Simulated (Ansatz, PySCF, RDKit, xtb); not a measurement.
H2S (SMILES S) and ClH3Si (SMILES [SiH3]Cl) are pulled apart as rigid monomers along the line of their centres of mass, from the B3LYP-D3(BJ)/def2-TZVP minimum. Starting geometry (charge 0, multiplicity 1):
```xyz
8

S      1.20144    -0.08018    -0.53455
H     -0.04477    -0.52802    -0.31495
H      0.84537     1.18737    -0.27320
Si     0.70978     0.07335     3.23326
Cl    -0.98528     0.96309     2.43552
H      0.78060    -1.31825     2.75476
H      0.56888     0.10633     4.70320
H      1.89040     0.84778     2.81257
```

Interaction energies with rigid monomers; basis-set methods are counterpoise corrected unless marked otherwise.

Cores are frozen in the correlated methods.

The values were computed with Ansatz (a program for electronic structure); PySCF for the dispersion terms; RDKit for the force fields; xtb for the GFN methods. Values without a source in brackets are computed.

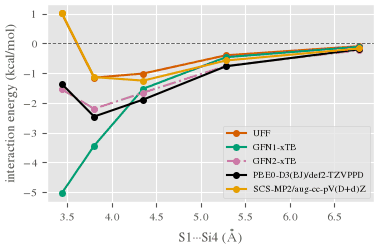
Interaction energy against separation

Question: Which level binds most strongly at S1···Si4 = 3.80, and by how much?

Answer: GFN1-xTB, -3.4 kcal/mol.
